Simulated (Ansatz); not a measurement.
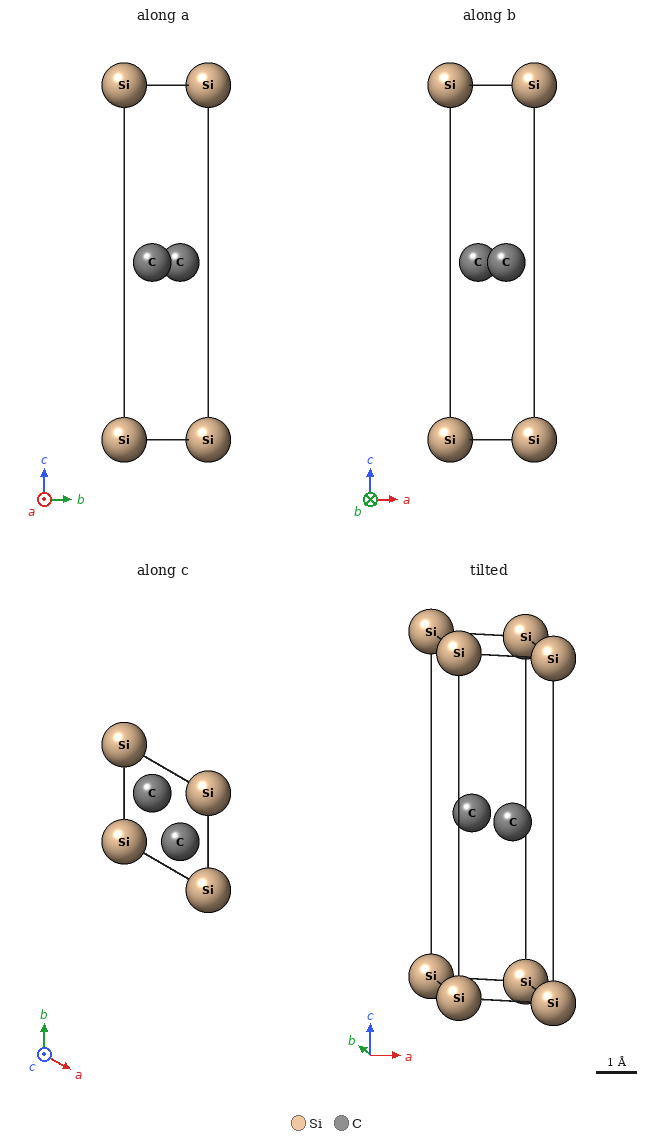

Drawn in the spheres-only manner and seen along the a axis, along the b axis, along the c axis and slightly off an axis. The conventional unit cell is outlined; an atom on or near a face, edge or corner is repeated at each equivalent position.

Lattice parameters: a = 2.471 Å, b = 2.471 Å, c = 9.021 Å, α = 90.00°, β = 90.00°, γ = 120.00°.

Put the structure into a table of Wyckoff sites.

Space group P6/mmm (No. 191).
```csv
atom,site,x,y,z
Si,1a,0.0000,0.0000,0.0000
C,2d,0.6667,0.3333,0.5000
```

Its origin is a structure type filled with these elements by a generator (whether the compound takes this form wasn't checked). Earlier steps of the study, as a rule a relaxation of our own, may have changed the cell and positions, so they can lie some per cent off the listed ones. A calculation with Ansatz used it as input.
